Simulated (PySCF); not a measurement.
Ge(Me)(Et)(OH)2, SMILES C[CH2][Ge]([CH3])([OH])[OH] at its GFN2-xTB optimised geometry (Å):

```
16

C      1.7618     0.5994     1.0037
C      1.1351    -0.3564     0.0000
Ge    -0.8751    -0.3564     0.0000
C     -1.7757     1.4244     0.0000
O     -1.4223    -1.2640    -1.3939
O     -1.5156    -1.3566     1.3216
H      1.4453     1.6227     0.8114
H      1.4744     0.3387     2.0208
H      2.8482     0.5605     0.9373
H      1.4557    -0.1002    -1.0083
H      1.4662    -1.3770     0.1937
H     -1.5759     1.9316    -0.9369
H     -2.8482     1.2877     0.0986
H     -1.4242     2.0472     0.8161
H     -1.9165    -2.0472    -1.1600
H     -1.3575    -1.0452     2.2083
```

Computed with PySCF with PBE0/def2-TZVP. Cells within 0.4 Å of a nucleus heavier than hydrogen are left out (blank, or x).

Map of the Laplacian of the electron density (e/bohr⁵), clipped to [-1.50, 1.50] on the plane z = 0.0 Å:

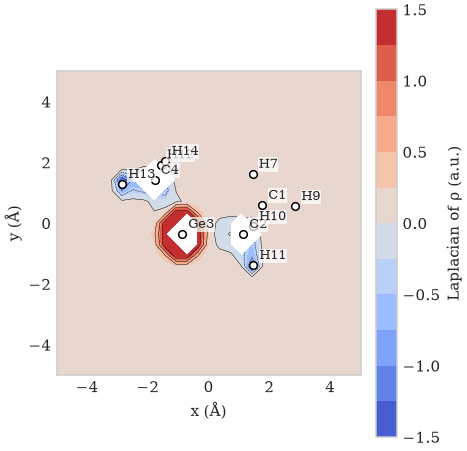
Laplacian of the electron density (e/bohr⁵), clipped to [-1.50, 1.50] on the plane z = 0.0 Å.
